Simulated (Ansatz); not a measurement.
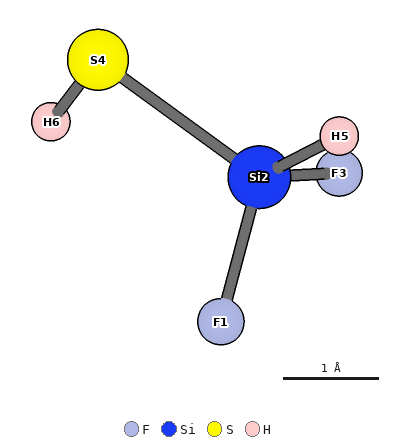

Figure 1. The structure (ball-and-stick view, seen at a tilt; atoms are numbered from 1 in the order of the input). Bond lengths as drawn: F–Si 1.58 Å, H–S 1.35 Å, H–Si 1.47 Å and S–Si 2.10 Å.

# What a change does: single-point calculation on SiH2SF2

System: SiH2SF2, SMILES F[SiH](F)S.
Method of run 1: RKS SPW92/def2-TZVPP (Ansatz 0.2.0).

The geometry comes from this level: PBE0-D4/def2-TZVP. Text and figures count atoms from 1; the logs count them from 0 in places.

## The input, run 1
```yaml
crystal:
  periodic: [false, false, false]
  atoms:
    - {symbol: F, position_ang: [-0.390051, -1.503726, 0.703559]}
    - {symbol: Si, position_ang: [0.413255, -0.308885, 0.041078]}
    - {symbol: F, position_ang: [0.491451, -0.663225, -1.501697]}
    - {symbol: S, position_ang: [-0.555129, 1.532572, 0.355803]}
    - {symbol: H, position_ang: [1.769118, -0.249420, 0.605762]}
    - {symbol: H, position_ang: [-1.686542, 1.128682, -0.250704]}
basis:
  gaussian: {orbitals: def2-TZVPP}
hamiltonian: {xc: lda}
output: {orbitals: {seedname: orbitals}}
```

Hardware: 2 CPU threads, shared host.

## Output (run 1)
```
Functional definition: SPW92
  exchange = slater_x
  correlation = pw_c
1002 factors; their error is unknown
mean field evaluation 1: about -24080.2231 eV, gradient 4.6e1 eV
mean field evaluation 2: about -24072.0179 eV, gradient 9.2e1 eV
mean field evaluation 4: about -24083.3844 eV, gradient 2.9e0 eV
mean field evaluation 8: about -24083.3818 eV, gradient 1.3e-1 eV
mean field evaluation 16: about -24083.3818 eV, gradient 3.7e-5 eV
mean field -24083.38178185 eV, -885.0479561804 hartree, gradient 3.7e-5 eV, S^2 0.000000; 0 other end points of the search recorded, 0 dependent functions left out
reference -24083.38181237 eV, -885.0479573019 hartree; 25, 25 occupied and 149, 149 virtual orbitals, 1002 factors
Total energy: -24083.38181237 eV, -885.0479573019 hartree
```

Run 2 used a changed input.

## The two runs side by side

| quantity | run 1 | run 2 |
| --- | --- | --- |
| outcome | converged | converged |
| total energy (hartree) | −885.047957 | −887.642481 |
| HOMO (eV) | −7.13 | −11.20 |
| LUMO (eV) | −1.20 | 3.21 |
| basis functions | 174 | 174 |
| wall time (shared host) | 1.1 s | 34 s |

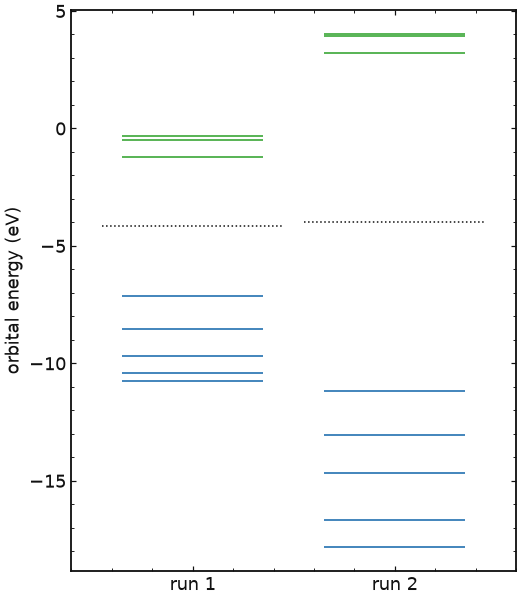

Figure 2. The five highest filled and three lowest empty orbital energies of the two runs; the dotted lines part filled from empty levels. The HOMO–LUMO gap is 5.93 eV in run 1 and 14.41 eV in run 2.

Which change of the input explains these differences?

The change (lines with − go, lines with + come):
```diff
-hamiltonian: {xc: lda}
+correlation: {method: ccsd_t}
```

The total energies belong to different methods, so their difference says nothing on which is more stable or more accurate. The HOMO goes from −7.13 to −11.20 eV. The LUMO goes from −1.20 to 3.21 eV.

## Output (run 2)
```
Functional definition: HF
  exchange = exact_x
  correlation = 0
1050 factors; integrals over basis functions are off by at most 1.0e-3 eV
mean field evaluation 1: about -24128.2005 eV, gradient 3.6e1 eV
mean field evaluation 2: about -24128.4010 eV, gradient 3.7e1 eV
mean field evaluation 4: about -24130.9180 eV, gradient 2.5e0 eV
mean field evaluation 8: about -24130.9672 eV, gradient 2.4e-1 eV
mean field evaluation 16: about -24130.9675 eV, gradient 1.8e-6 eV
mean field -24130.96751667 eV, -886.7966996805 hartree, gradient 1.8e-6 eV, S^2 0.000000; 0 other end points of the search recorded, 0 dependent functions left out
12 core orbitals not correlated: weight in the atoms' cores, before any rotation towards them, 1.000 or more for the frozen orbitals, at most 0.000 for the correlated occupied ones
reference -24130.96751667 eV, -886.7966996805 hartree; 13, 13 occupied and 149, 149 virtual orbitals, 1050 factors
second order -21.56605564 eV of doubles, -0.00000000 eV of singles
cycle   1  -21.73675486 eV  change   -1.7e-1 eV  update   9.5e-2
cycle   2  -22.18878953 eV  change   -4.5e-1 eV  update   2.7e-2
cycle   3  -22.29458608 eV  change   -1.1e-1 eV  update   1.4e-2
cycle   4  -22.28192460 eV  change    1.3e-2 eV  update   2.8e-3
cycle   5  -22.28007427 eV  change    1.9e-3 eV  update   1.1e-3
cycle   6  -22.28056593 eV  change   -4.9e-4 eV  update   3.1e-4
cycle   7  -22.28034696 eV  change    2.2e-4 eV  update   1.1e-4
cycle   8  -22.28029407 eV  change    5.3e-5 eV  update   2.9e-5
cycle   9  -22.28030431 eV  change   -1.0e-5 eV  update   1.1e-5
perturbative correction -0.73456766 eV, -0.0269948636 hartree
Total energy: -24153.98238864 eV, -887.6424806252 hartree
```
